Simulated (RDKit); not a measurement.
# Property calculation of CH$_{2}$OSZn

CH$_{2}$OSZn, computed with EHT (RDKit 2026.09.1).

The geometry comes from this level: GFN2-xTB.

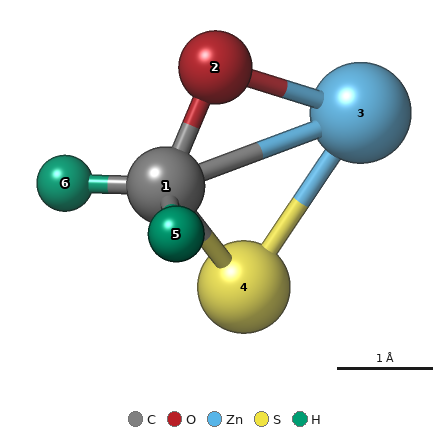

Figure 1. The structure as given in the input (ball-and-stick view, seen at a tilt; atoms are numbered from 1 in the order of the input). Sticks mark near contacts.

## The input (job.py)
```python
import json
import numpy as np
from rdkit import Chem
from rdkit.Chem import AllChem
from rdkit.Chem import rdDetermineBonds
from rdkit.Chem import rdEHTTools

molecule = Chem.MolFromXYZFile("mol.xyz")
symbols = [a.GetSymbol() for a in molecule.GetAtoms()]
start = molecule.GetConformer().GetPositions().copy()

ok, res = rdEHTTools.RunMol(molecule, keepOverlapAndHamiltonianMatrices=True)
if not ok:
    raise RuntimeError("the extended Hueckel run failed")
eps = np.array(res.GetOrbitalEnergies())
nel = res.numElectrons
homo = (nel + 1) // 2 - 1
print(f"{res.numOrbitals} orbitals, {nel} valence electrons, sum of one-electron energies {res.totalEnergy:.4f} eV")
for i in range(max(0, homo - 8), min(len(eps), homo + 4)):
    print(f"{i + 1:4d} {eps[i]:10.4f} eV", "(HOMO)" if i == homo else "(LUMO)" if i == homo + 1 else "")
q = np.array(res.GetAtomicCharges())
print("Mulliken charges:", " ".join(f"{a}{i + 1}={c:+.3f}" for i, (a, c) in enumerate(zip(symbols, q))))
op = res.GetReducedOverlapPopulationMatrix()
pairs = [(k, i, op[i * (i + 1) // 2 + k]) for i in range(len(symbols)) for k in range(i) if abs(op[i * (i + 1) // 2 + k]) > 0.1]
print("reduced overlap populations above 0.1")
for k, i, p in pairs:
    print(f"  {symbols[k]}{k + 1}-{symbols[i]}{i + 1} {p:7.3f}")
json.dump(dict(symbols=symbols, start=start.tolist(), energy=res.totalEnergy * 23.060548, homo=eps[homo], lumo=eps[homo + 1] if homo + 1 < len(eps) else None, orbital_energies=eps.round(4).tolist(), charges_mulliken=q.tolist(), bond_orders=[[k + 1, i + 1, round(p, 4)] for k, i, p in pairs], nel=nel), open("results.json", "w"))
```

## File mol.xyz
```
6

C     -0.238040     0.415590    -0.097930
O      1.100180     0.457880     0.099130
Zn     1.254560    -1.305300     0.598120
S     -0.799040    -1.334830    -0.276210
H     -0.819950     0.858990     0.720790
H     -0.497720     0.907670    -1.043910
```

Run as:
```bash
python job.py
```

## Log
```
18 orbitals, 30 valence electrons, sum of one-electron energies -369.3727 eV
   7   -14.1318 eV
   8   -12.6790 eV
   9   -12.1911 eV
  10   -10.8654 eV
  11    -9.1123 eV
  12    -5.7676 eV
  13    -2.0052 eV
  14     1.0074 eV
  15     5.4534 eV (HOMO)
  16     6.9089 eV (LUMO)
  17    13.8356 eV
  18    27.9682 eV
Mulliken charges: C1=-1.900 O2=-1.449 Zn3=+5.819 S4=-1.445 H5=-0.509 H6=-0.517
reduced overlap populations above 0.1
  C1-O2   0.118
  C1-Zn3  -0.989
  O2-Zn3  -0.265
  C1-S4  -0.932
  Zn3-S4   0.117
  C1-H5  -1.010
  Zn3-H5  -0.144
  S4-H5  -0.121
  C1-H6  -0.991
  S4-H6  -0.215
  H5-H6  -0.378
```

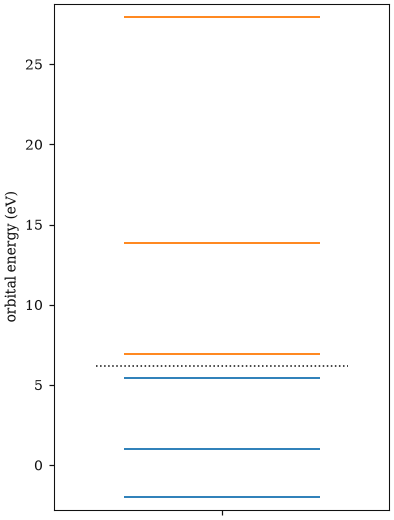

Figure 2. Orbital energies near the frontier; the dotted line parts filled from empty levels, and levels within 0.02 eV of each other stand side by side. Highest filled 5.45 eV, lowest empty 6.91 eV, 1.46 eV apart.

## Summary

- outcome: converged
- total energy: −13.574197 hartree
- HOMO: 5.45 eV
- LUMO: 6.91 eV
- hardware: 1 thread of Arm Neoverse V1, 24 GiB of memory available, shared host
- peak memory: 0.073 GiB

## Notes

These settings are looser than, or depart from, a standard set-up, so the numbers are not reference values for this system. The record of the run, not the program, notes: collapsed solution. A charge, dipole or affinity of this size shows that the self-consistent charges collapsed, so these values aren't results.
